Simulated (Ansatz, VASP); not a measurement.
# PtSe2: VASP beside Ansatz

One calculation is typed for both programs; each brings its own data sets. How far apart do they land? The start cell is built, not measured: As first built, before any earlier steps moved the atoms (in the runner's words): it takes the PtS2 structure with some of its atoms replaced by other elements, volume scaled by an estimate. The cell is taken from a series of VASP runs on this material, whose earlier steps may have relaxed, scaled or displaced it; both programs get it as it stands. Other levels of theory on this material are compared in a session of their own. Valence electrons are named where the data sets of a main pair hold unlike numbers.

Program: Ansatz 0.2.0. Level of theory: plane waves, with VASP 6.6.1 beside it; band structure at PBE, band structure at PBE, spin-orbit coupling and band structure at r2SCAN, spin-orbit coupling. Results are calculated unless marked as measured.

**1. The starting structure**

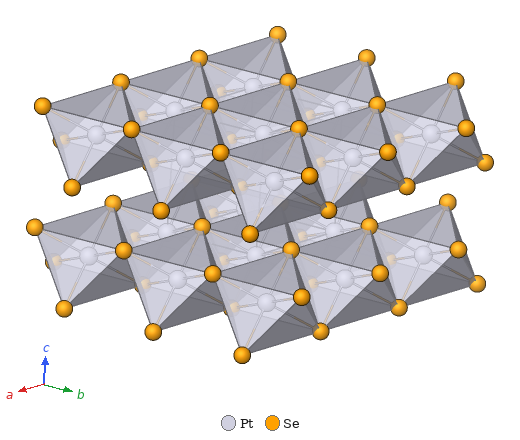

The cell as given, from a free direction (platinum light grey, selenium orange). 2×2×1 cells are drawn. Some periodic images of atoms are drawn too.

Coordinates:

```
Pt Se
1.0
     3.78460    0.00000    0.00000
    -1.89230    3.27756    0.00000
     0.00000    0.00000    5.38402
Pt Se
1 2
Cartesian
  0.0000 0.0000 0.0000
  0.0000 2.1850 1.2867
  1.8923 1.0925 4.0974
```

**2. VASP: band structure, PBE**

A single point gives forces, pressure and levels at one fixed geometry, so differences don't come from the geometry; what else differs is listed under the comparison.

Lines of VASP's logs that name or quote its potential files are left out, and so is its time.

Input file INCAR:

```
SYSTEM = PtSe2
PREC = Accurate
ENCUT = 400
EDIFF = 1E-06
NELM = 100
ISMEAR = 0
SIGMA = 0.02
LREAL = .FALSE.
ALGO = Normal
GGA = PE
NBANDS = 24
LORBIT = 11
LWAVE = .FALSE.
LCHARG = .FALSE.
KPAR = 4
```

Input file POSCAR:

```
PtSe2
1.0
    3.7845975877      0.0000000000      0.0000000000
   -1.8922987938      3.2775575000      0.0000000000
    0.0000000000      0.0000000000      5.3840240956
Pt Se
1 2
Direct
    0.0000000000      0.0000000000      0.0000000000
    0.3333333300      0.6666666700      0.2389777842
    0.6666666700      0.3333333300      0.7610222158
```

Input file KPOINTS:

```
Automatic mesh
0
Gamma
4 4 3
0 0 0
```

Input file KPOINTS_OPT:

```
Line mode
16
Line-mode
Reciprocal
  0.00000000   0.00000000   0.00000000 GAMMA
  0.50000000   0.00000000   0.00000000 M

  0.50000000   0.00000000   0.00000000 M
  0.33333333   0.33333333   0.00000000 K

  0.33333333   0.33333333   0.00000000 K
  0.00000000   0.00000000   0.00000000 GAMMA

  0.00000000   0.00000000   0.00000000 GAMMA
  0.00000000   0.00000000   0.50000000 A

  0.00000000   0.00000000   0.50000000 A
  0.50000000   0.00000000   0.50000000 L

  0.50000000   0.00000000   0.50000000 L
  0.33333333   0.33333333   0.50000000 H

  0.33333333   0.33333333   0.50000000 H
  0.00000000   0.00000000   0.50000000 A

  0.50000000   0.00000000   0.50000000 L
  0.50000000   0.00000000   0.00000000 M

  0.33333333   0.33333333   0.00000000 K
  0.33333333   0.33333333   0.50000000 H
```

The projector-augmented-wave data sets are Pt and Se (PBE family, release 64).

Command:

```console
$ mpirun -np 4 vasp_std
```

Numbers of over 12 decimals in the logs are rounded to 6 here.

The log of the run:

```text
[banner, memory and clock lines left out]
running    4 mpi-ranks, on    1 nodes
 distrk:  each k-point on    1 cores,    4 groups
 distr:  one band on    1 cores,    1 groups

 POSCAR found type information on POSCAR PtSe
 POSCAR found :  2 types and       3 ions
 LDA part: xc-table for (Slater+PW92), standard interpolation
 POSCAR, INCAR and KPOINTS ok, starting setup
 FFT: planning ... GRIDC
 FFT: planning ... GRID_SOFT
 FFT: planning ... GRID
 WAVECAR not read
 entering main loop
       N       E                     dE             d eps       ncg     rms          rms(c)
DAV:   1     0.886814430594E+02    0.88681E+02   -0.81031E+03   448   0.634E+02
DAV:   2    -0.113260812486E+02   -0.10001E+03   -0.94809E+02   536   0.155E+02
DAV:   3    -0.150862904619E+02   -0.37602E+01   -0.37399E+01   544   0.292E+01
DAV:   4    -0.151106020601E+02   -0.24312E-01   -0.24310E-01   504   0.262E+00
DAV:   5    -0.151109478826E+02   -0.34582E-03   -0.34582E-03   544   0.316E-01    0.117E+01
DAV:   6    -0.145635555773E+02    0.54739E+00   -0.34322E+00   456   0.138E+01    0.743E+00
DAV:   7    -0.143085467468E+02    0.25501E+00   -0.72388E-01   448   0.649E+00    0.362E+00
DAV:   8    -0.142905034132E+02    0.18043E-01   -0.37617E-02   552   0.116E+00    0.777E-01
DAV:   9    -0.142897991791E+02    0.70423E-03   -0.27241E-03   496   0.375E-01    0.190E-01
DAV:  10    -0.142899365781E+02   -0.13740E-03   -0.55864E-04   512   0.115E-01    0.255E-02
DAV:  11    -0.142899493201E+02   -0.12742E-04   -0.40628E-05   552   0.301E-02    0.219E-02
DAV:  12    -0.142899534668E+02   -0.41467E-05   -0.58273E-06   504   0.116E-02    0.592E-03
DAV:  13    -0.142899540747E+02   -0.60790E-06   -0.84561E-07   472   0.447E-03
   1 F= -.14289954E+02 E0= -.14289512E+02  d E =-.884620E-03
 Start KPOINTS_OPT (optional k-point list driver)
k-point batch [1-9\144]
       N       E                     dE             ncg
DAV:   1     0.912401573487E+03   -0.34241E+03      448
DAV:   2     0.258578346046E+02   -0.88654E+03      520
DAV:   3    -0.110827253252E+02   -0.36941E+02      552
DAV:   4    -0.113442002022E+02   -0.26147E+00      464
DAV:   5    -0.113489821853E+02   -0.47820E-02      560
DAV:   6    -0.113491036458E+02   -0.12146E-03      504
DAV:   7    -0.113491070277E+02   -0.33819E-05      552
DAV:   8    -0.113491071086E+02   -0.80911E-07      384
[...]
k-point batch [136-144\144]
       N       E                     dE             ncg
DAV:   1     0.799801300318E+03   -0.56299E+04      440
DAV:   2    -0.640361416276E+02   -0.86384E+03      568
DAV:   3    -0.952912173721E+02   -0.31255E+02      512
DAV:   4    -0.955108390200E+02   -0.21962E+00      536
DAV:   5    -0.955148698648E+02   -0.40308E-02      552
DAV:   6    -0.955149771549E+02   -0.10729E-03      552
DAV:   7    -0.955149803284E+02   -0.31735E-05      552
DAV:   8    -0.955149804081E+02   -0.79706E-07      408
```

From OUTCAR (step 2):

```text
ion  position               nearest neighbor table
   1  0.000  0.000  0.000-   2 2.54   3 2.54   3 2.54   2 2.54   3 2.54   2 2.54
   2  0.333  0.667  0.239-   1 2.54   1 2.54   1 2.54
   3  0.667  0.333  0.761-   1 2.54   1 2.54   1 2.54

  LATTYP: Found a hexagonal cell.
 ALAT       =     3.7845975877
 C/A-ratio  =     1.4226146825

 Subroutine GETGRP returns: Found 12 space group operations
 (whereof 12 operations were pure point group operations)

The static configuration has the point symmetry D_3d.

 Found      9 irreducible k-points:

   k-points           NKPTS =      9   k-points in BZ     NKDIM =      9   number of bands    NBANDS=     24

   dimension x,y,z NGX =    28 NGY =   28 NGZ =   36
   dimension x,y,z NGXF=    56 NGYF=   56 NGZF=   72

   ENCUT  =  400.0 eV  29.40 Ry    5.42 a.u.   6.17  6.17  8.78*2*pi/ulx,y,z

   NELECT =      22.0000    total number of electrons

 k-points in reciprocal lattice and weights: Automatic mesh
   0.00000000  0.00000000  0.00000000       0.021
   0.25000000  0.00000000  0.00000000       0.125
   0.50000000  0.00000000  0.00000000       0.062
   0.25000000  0.25000000  0.00000000       0.125
   0.00000000  0.00000000  0.33333333       0.042
   0.25000000  0.00000000  0.33333333       0.125
   0.00000000  0.25000000  0.33333333       0.125
   0.50000000  0.00000000  0.33333333       0.125
   0.25000000  0.25000000  0.33333333       0.250

 average (electrostatic) potential at core
       1 -69.6225       2 -53.7724       3 -53.7724

 E-fermi :   5.4028

 k-point     1 :       0.0000    0.0000    0.0000
  band No.  band energies     occupation
    ...
      6       1.6593      2.00000
      7       1.6593      2.00000
      8       2.9723      2.00000
      9       4.3594      2.00000
     10       4.3594      2.00000
     11       5.4471      0.00176
     12       6.9477      0.00000
     13       6.9477      0.00000
     14       9.1548      0.00000
     15       9.3501      0.00000
    ...

 k-point     2 :       0.2500    0.0000    0.0000
  band No.  band energies     occupation
    ...
      7       1.4061      2.00000
      8       2.1730      2.00000
      9       3.4682      2.00000
     10       3.7807      2.00000
     11       4.2291      2.00000
     12       6.4430      0.00000
     13       7.0354      0.00000
     14      10.1152      0.00000
     15      11.5039      0.00000
     16      12.9756      0.00000
    ...

 k-point     3 :       0.5000    0.0000    0.0000
  band No.  band energies     occupation
    ...
      7       2.1390      2.00000
      8       2.1593      2.00000
      9       2.1891      2.00000
     10       2.2228      2.00000
     11       2.5511      2.00000
     12       6.1523      0.00000
     13       7.4289      0.00000
     14       9.8164      0.00000
     15      11.0526      0.00000
     16      12.5435      0.00000
    ...

  Total        0.1431416      0.1431416     -0.3116799      0.0000000      0.0000000     -0.0000000
  in kB        3.4339930      3.4339927     -7.4772579      0.0000000      0.0000000     -0.0000000
  external PRESSURE =      -0.2030907 kB  Pullay stress =       0.0000000 kB

  energy-cutoff  :      400.00
  volume of cell :       66.78
      direct lattice vectors                 reciprocal lattice vectors
     3.784597588  0.000000000  0.000000000     0.264228885  0.152552625  0.000000000
    -1.892298794  3.277557500  0.000000000     0.000000000  0.305105250  0.000000000
     0.000000000  0.000000000  5.384024096     0.000000000  0.000000000  0.185734681

 POSITION                                       TOTAL-FORCE (eV/Angst)
 -----------------------------------------------------------------------------------
      0.00000      0.00000      0.00000         0.000000      0.000000      0.000000
     -0.00000      2.18504      1.28666        -0.000000      0.000000      0.035842
      1.89230      1.09252      4.09736         0.000000      0.000000     -0.035842
 -----------------------------------------------------------------------------------
    total drift:                                0.000000      0.000000      0.000000

  FREE ENERGIE OF THE ION-ELECTRON SYSTEM (eV)
  ---------------------------------------------------
  free  energy   TOTEN  =       -14.2899540747 eV

  energy  without entropy=      -14.2890694550  energy(sigma->0) =      -14.28951176

 total charge
# of ion       s       p       d       tot
------------------------------------------
    1        0.665   0.664   7.996   9.326
    2        1.485   2.215   0.059   3.758
    3        1.485   2.215   0.059   3.758
--------------------------------------------------
tot          3.636   5.093   8.113  16.843

[... 3 further parts left out ...]
```

The run ends at a pressure of -0.02 GPa, with forces up to 0.036 eV/Å.

**3. Ansatz: band structure, PBE**

Ansatz runs on its default PAW (the set named soft_2) files.

The same cell, functional, mesh and smearing now go to Ansatz, which takes its cutoff from its data sets.

Input file input.yaml:

```yaml
crystal:
  lattice:
    - [3.7845975877, 0.0, 0.0]
    - [-1.8922987938, 3.2775575, 0.0]
    - [0.0, 0.0, 5.3840240956]
  atoms:
    - { symbol: Pt, position: [0.0, 0.0, 0.0] }
    - { symbol: Se, position: [0.33333333, 0.66666667, 0.2389777842] }
    - { symbol: Se, position: [0.66666667, 0.33333333, 0.7610222158] }
hamiltonian:
  xc: pbe
  pseudopotentials: { kind: paw }
kpoints:
  mp_grid: { grid: [4, 4, 3] }
  band_path:
    path:
      - [0.0, 0.0, 0.0]
      - [0.13333, 0.0, 0.0]
      - [0.3, 0.0, 0.0]
      - [0.46667, 0.0, 0.0]
      - [0.46667, 0.06667, 0.0]
      - [0.41111, 0.17778, 0.0]
      - [0.35556, 0.28889, 0.0]
      - [0.28889, 0.28889, 0.0]
      - [0.17778, 0.17778, 0.0]
      - [0.06667, 0.06667, 0.0]
      - [0.0, 0.0, 0.03333]
      - [0.0, 0.0, 0.2]
      - [0.0, 0.0, 0.36667]
      - [0.0, 0.0, 0.5]
      - [0.16667, 0.0, 0.5]
      - [0.3, 0.0, 0.5]
      - [0.46667, 0.0, 0.5]
      - [0.46667, 0.06667, 0.5]
      - [0.41111, 0.17778, 0.5]
      - [0.35556, 0.28889, 0.5]
      - [0.28889, 0.28889, 0.5]
      - [0.17778, 0.17778, 0.5]
      - [0.06667, 0.06667, 0.5]
      - [0.5, 0.0, 0.46667]
      - [0.5, 0.0, 0.3]
      - [0.5, 0.0, 0.13333]
      - [0.33333, 0.33333, 0.0]
      - [0.33333, 0.33333, 0.16667]
      - [0.33333, 0.33333, 0.33333]
      - [0.33333, 0.33333, 0.5]
    npoints: 1
scf:
  occupations: { method: gaussian, width: 0.02 }
  n_extra_bands: 7
output:
  forces: true
  stress: true
  eigenvalues: true
  write_density: true
  write_potential: true
  elf: true
  volumetric_format: npy
```

Command:

```console
$ ansatz run input.yaml --threads 2 --pin off --max-ram 4608MiB --backend cpu --events-out ev --progress --plain --runs-dir out
```

The log of the run:

```text
scf.n_extra_bands = 7 over 25 filled bands (N_el = 50.0): the run solves 32 bands
Engine: ansatz 0.2.0, aarch64-unknown-linux-gnu
Pseudopotentials: kind: paw
Pseudopotential: Pt, paw, valence charge 18, recommended cutoff 420 eV (normal), Pt.paw.azcp
Pseudopotential: Se, paw, valence charge 16, recommended cutoff 420 eV (normal), Se.paw.azcp
Functional definition: PBE
  parameter kappa = 0.804
  parameter beta = 0.066725
  exchange = pbe_x(kappa = kappa, mu = beta*pi^2/3)
  correlation = pbe_c(beta = beta)
Crystal: 3 atoms, lattice volume = 66.785 Å³
Basis set: ecut = 420 eV, 1277 PW (Γ), exchange–correlation on 54×54×72 points (8 copies of the dense FFT grid, shifted against one another)
Bands: 32, of which v1, the nominal top of the filled ones, is band 25 counted from 1 (24 counted from 0)
Symmetry: 12 space group operations
Space group: P-3m1 (ITA 164), of the structure as read, at distance tolerance 4.1e-5 Å
k-points: 9 of 48
Non-local potential: Pt, projectors of the file, l = 0: 3, l = 1: 2, l = 2: 2, l = 3: 1
Non-local potential: Se, projectors of the file, l = 0: 2, l = 1: 2, l = 2: 3, l = 3: 1
PAW form: soft (Blöchl's): semilocal exchange-correlation on the pseudo side does not see the compensation charge
PAW one-centre angular grid: Pt, 590 points (default); XC on 64 Gauss nodes
PAW one-centre angular grid: Se, 590 points (default); XC on 64 Gauss nodes
Initial density: superposition of atomic densities (neutral atoms: chi_scale 0, normalization atom), corrected by the library's trained network
Initial wavefunctions: pseudopotential atomic-orbital guess
Functional: x = pbe(κ = 0.804, μ = 0.219515), c = pbe(β = 0.066725)
SCF iter   1: F=—  HF=-23462.367389 eV  |F-HF|=—  |Δ(HF+E_count)|=         —  Δρ=2.27e-3  dr2=2.32e-3  ethr=1.77e-3  ⟨swp⟩=6.3  Hψ=1173  notcnv=0
preconditioner: auto → LDOS  [insulator: Δε(μ)=0.630 eV  Ē_g=11.143 eV  σ=0.020 eV  W_gap=0.84  n_scr=22 (ndim 8)  ℏωp=21.3 eV  f_vac=0.075  D(μ)=4.58/eV (n_scr^D=54)  ε∞_Penn≈4.7  β→1.0]
SCF iter   2: F=—  HF=-23462.369639 eV  |F-HF|=—  |Δ(HF+E_count)|=   2.25e-3  Δρ=1.09e-3  dr2=1.06e-3  ethr=4.63e-6  ⟨swp⟩=2.1  Hψ=623  notcnv=0  defer=18
SCF iter   3: F=—  HF=-23462.369319 eV  |F-HF|=—  |Δ(HF+E_count)|=   3.20e-4  Δρ=2.14e-4  dr2=3.23e-5  ethr=2.11e-6  ⟨swp⟩=2.0  Hψ=408  notcnv=0  defer=18
SCF iter   4: F=—  HF=-23462.369346 eV  |F-HF|=—  |Δ(HF+E_count)|=   2.74e-5  Δρ=5.25e-5  dr2=1.32e-6  ethr=6.45e-8  ⟨swp⟩=2.0  Hψ=369  notcnv=0  defer=18
SCF iter   5: F=—  HF=-23462.369348 eV  |F-HF|=—  |Δ(HF+E_count)|=   1.88e-6  Δρ=1.48e-5  dr2=1.19e-7  ethr=2.63e-9  ⟨swp⟩=2.1  Hψ=485  notcnv=0  defer=18
SCF iter   6: F=-23462.369348 eV  HF=-23462.369348 eV  |F-HF|=2.28e-8  |Δ(HF+E_count)|=   1.76e-7  Δρ=4.62e-6  dr2=2.29e-8  ethr=2.00e-10  ⟨swp⟩=12.1  Hψ=2076  notcnv=0
SCF 1 converged in 6 iterations: F = -23462.369348 eV  dr2 = 2.29e-8
  greatest PAW one-centre occupation: 1.000 electrons in one spin orbital (limit 2), on the Pt atom at site 0 (counted from 0), in its partial waves of l = 0
NSCF: frozen V_eff on 30 k-points
SCF converged after 6 iterations
Free energy (F): -23462.369348 eV
Harris-Foulkes:  -23462.369348 eV  (|F-HF|=2.28e-8)
Internal energy: -23462.368460 eV  (E = F + TS)
E sigma→0 (E₀):  -23462.368904 eV
Entropy (-TS):   -0.000888 eV (-0.296 meV/atom)
Fermi energy:    11.586675 eV
--- Per-component energies (eV) ---
  E_band       = -1035.029330
  E_kinetic    = 872.151525
  E_local      = -7313.058064  (includes V_loc(G=0)·N_el)
  E_nonlocal   = -990.327666
  E_hartree    = 3374.050969
  E_xc         = -469.509452
  E_vxc        = -498.313987  (∫ρ·V_xc dr)
  E_paw        = -13278.005169  (= ΣΔE_a)
  E_vpaw       = 146.422821  (= ΣTr[D̂ρ^β])
  E_aug_tail   = -0.001017  (compensation charges beyond the density's cutoff)
  E_ewald      = -5657.669585
  E_smearing   = -0.000888  (= −TS)
  E_closure    = -0.000000  (closes the sum)
  Σ components = -23462.369348   (vs F -23462.369348, Δ=0.00e0)
--- Forces (eV/Å), atoms counted from 1 ---
  atom   1  Pt     0.00000000     0.00000000     0.00000000
  atom   2  Se     0.00000000    -0.00000000     0.03352669
  atom   3  Se    -0.00000000     0.00000000    -0.03352669
  max |Σ_I F_I| component: 2.10e-30 eV/Å
--- Stress (GPa, compression-positive) ---
        0.370764       0.000000      -0.000000
        0.000000       0.370764      -0.000000
        0.000000      -0.000000      -0.638999
  P = ⅓ Tr σ = 0.0342 GPa (0.342 kbar)
--- Band table (eV; the first three rows and the last of 9) ---
  k-point 0: bands = [... 21 lower, 9.1392, 10.5330, 10.5330, 11.6238, 13.1319, 13.1319, 15.3363, 15.5251, ... 3 higher]
  k-point 1: bands = [... 21 lower, 9.0480, 10.1751, 10.3323, 10.3323, 13.5140, 13.5140, 16.0464, 16.8500, ... 3 higher]
  k-point 2: bands = [... 21 lower, 8.3418, 9.6389, 9.9535, 10.4032, 12.6311, 13.2204, 16.3022, 17.6840, ... 3 higher]
  k-point 8: bands = [... 21 lower, 8.3515, 8.6441, 9.1764, 9.8469, 12.2915, 13.1134, 16.8710, 18.0935, ... 3 higher]
```

Wall time 2.8 s (2 threads of Arm Neoverse N1, shared host); peak memory 0.32 GiB.

**4. Side by side**

Known differences besides the potentials themselves: the data sets hold 50 valence electrons in Ansatz (on its default PAW (the set named soft_2) files) and 22 in VASP; the cutoff is 420 eV in Ansatz and 400 eV in VASP; VASP leaves aspherical gradient terms in its spheres out (LASPH is not set), Ansatz keeps them. Total energies have different zeros and are not compared.

Compared:

```
      quantity  Ansatz   VASP  difference
pressure (GPa)    0.03  -0.02       +0.05
```

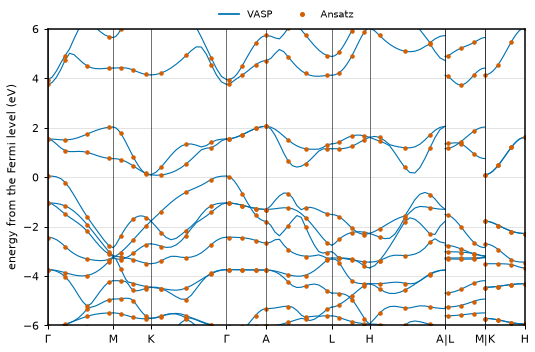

Bands from VASP (lines) and levels from Ansatz (dots). Dots without a line are higher empty bands that the VASP plot leaves out.

At this near-relaxed geometry the largest component of a force difference is 2 meV/Å. Levels from 3 eV below to 2 eV above the Fermi level differ by 10 meV r.m.s. and 18 meV at most; each VASP level is matched to the nearest of Ansatz, which flatters the figure a little. Ansatz's pressure holds a Pulay correction of 0.03 GPa; VASP's holds none.

**5. Ansatz: band structure, PBE, spin-orbit coupling**

With cell and atoms fixed, the geometry can't cause a difference; cores, projectors, grids and the points listed under the comparison can.

The cell is taken from a series of VASP runs on this material, whose earlier steps may have relaxed, scaled or displaced it; both programs get it as it stands.

input.yaml: that of step 3 with these lines changed.

```diff
@@ -11,5 +11,8 @@
   xc: pbe
-  pseudopotentials: { kind: paw }
+  pseudopotentials: { kind: paw_fr }
+magnetization:
+  noncollinear: true
+  spin_orbit: true
 kpoints:
-  mp_grid: { grid: [4, 4, 3] }
+  mp_grid: { grid: [7, 7, 4] }
   band_path:
@@ -49,3 +52,3 @@
   occupations: { method: gaussian, width: 0.02 }
-  n_extra_bands: 7
+  n_extra_bands: 14
 output:
```

The log of the run:

```text
[...]
non-collinear run that drives no moment, with spin-orbit: no starting moment large enough to seed its density (crystal.atoms[].spin), no starting occupations that ask for one, no magnetisation constraint and no magnetic field, so the semilocal B_xc is pinned to zero
Crystal: 3 atoms, lattice volume = 66.785 Å³
[...]
k-point 1: bands = [... 46 lower, 10.6336, 10.6336, 10.7237, 10.7237, 13.3776, 13.3776, 13.4512, 13.4512, ... 10 higher]
  k-point 2: bands = [... 46 lower, 10.0898, 10.0898, 10.5056, 10.5056, 13.6366, 13.6366, 13.7039, 13.7039, ... 10 higher]
  k-point 27: bands = [... 46 lower, 9.1913, 9.1913, 9.6153, 9.6153, 13.0571, 13.0571, 13.2366, 13.2366, ... 10 higher]
[key lines of the parts left out:]
SCF converged after 8 iterations
Magnetization: |M| = 0.0000 μB,  M = (+0.0000, +0.0000, +0.0000) μB
Free energy (F): -23497.282213 eV
Fermi energy:    11.571810 eV
P = ⅓ Tr σ = 0.3650 GPa (3.650 kbar)
```

Elapsed: 43 s, on 2 threads; peak memory 0.6 GiB.

[end of part 1 of 2]

[Lines on the potential files, build, host, timing and source positions are cut from VASP's logs without a mark.]

[Logs are printed without paths, hosts, clocks, repeated set-up lines and the standing remarks that a program may print on its own settings, such as how far it seeks lower states.]

[Hosts, paths, dates, database ids (printed as entryN), source tags and the programs' standing remarks are cut or masked in the printed files.]
